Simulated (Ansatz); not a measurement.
## Thickness series in CeO2

Consider CeO$_{2}$ in the fluorite structure (space group Fm-3m, No. 225).

```xyz
3
Lattice="0.0000 2.7187 2.7187 2.7187 0.0000 2.7187 2.7187 2.7187 0.0000" Properties=species:S:1:pos:R:3 pbc="T T T"
Ce     0.0000     0.0000     0.0000
O      1.3593     1.3593     1.3593
O      4.0780     4.0780     4.0780
```

Cartesian axes are those of the cell as printed.

Free-standing slabs (3 atom(s) a layer) normal to [111] with 15 Å of vacuum; in-plane cell held at bulk.

The values are results of DFT with r2SCAN, PAW potentials and a 500 eV plane-wave cutoff in Ansatz (a first-principles code), without spin-orbit coupling, not measurements.

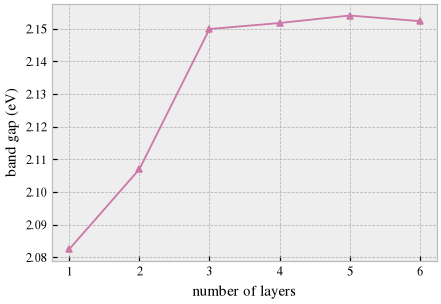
*Band gap against number of layers*

Task: From the plot, what is the band gap for 6 layers?

Result: About 2.15 eV.

Task: Is the trend monotonic over the range shown?

Result: Yes, it rises throughout, spanning 2.08 eV to 2.15 eV.

No phonon test of stability was made. Seeded moments were not kept for the base. The final runs are not spin-polarised.
